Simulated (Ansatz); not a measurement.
Input file:

```
crystal:
  periodic: [false, false, false]
  atoms:
    - { symbol: Al, position_ang: [0.442793, 0.076302, -0.3816] }
    - { symbol: O, position_ang: [0.499034, -0.16188, 1.335273] }
    - { symbol: Si, position_ang: [-0.260851, -0.473027, 2.769362] }
    - { symbol: H, position_ang: [-1.434008, -1.387227, 2.57863] }
    - { symbol: H, position_ang: [0.688368, -1.125213, 3.720407] }
    - { symbol: H, position_ang: [-0.761679, 0.792087, 3.393427] }
    - { symbol: H, position_ang: [1.983493, 0.173891, -0.350614] }
    - { symbol: H, position_ang: [-0.81335, 0.124366, -1.335585] }
basis:
  gaussian: { orbitals: def2-SVP }
hamiltonian:
  xc: pbe0
  dispersion: d4
relax:
  f_tol: 0.03
  max_steps: 50
output:
  orbitals: {}
```

Command:

```sh
ansatz run input.yaml --threads 1 --pin off --max-ram 2048MiB --backend cpu --events-out ev --progress --plain --runs-dir out
```

The fields are those of the run's last geometry, not of the input's.

Method: RKS PBE0-D4/def2-SVP in Ansatz.

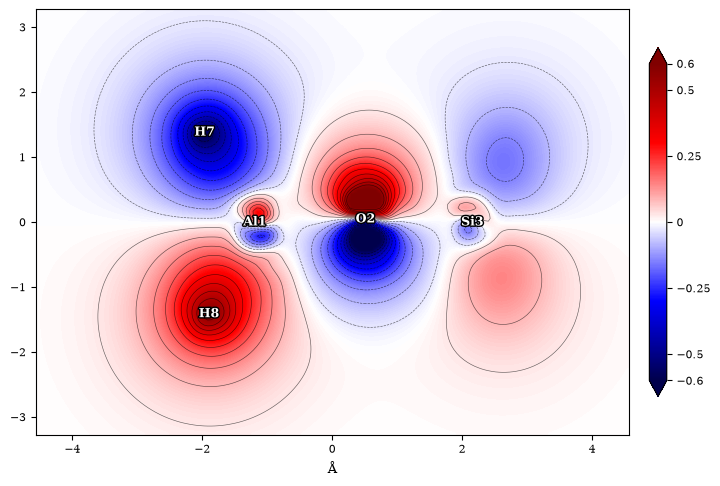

AlH$_{5}$OSi. One frontier orbital on the plane of atoms O2, Al1 and H7 (values in Å⁻³ᐟ²; the overall sign is arbitrary).

Q: Which orbital is it: HOMO or LUMO?

A: The HOMO, at −8.14 eV. By Hirshfeld shares it lies mainly on O2 (about 25 %), Al1 (about 20 %), H8 (about 20 %) and H7 (about 20 %).
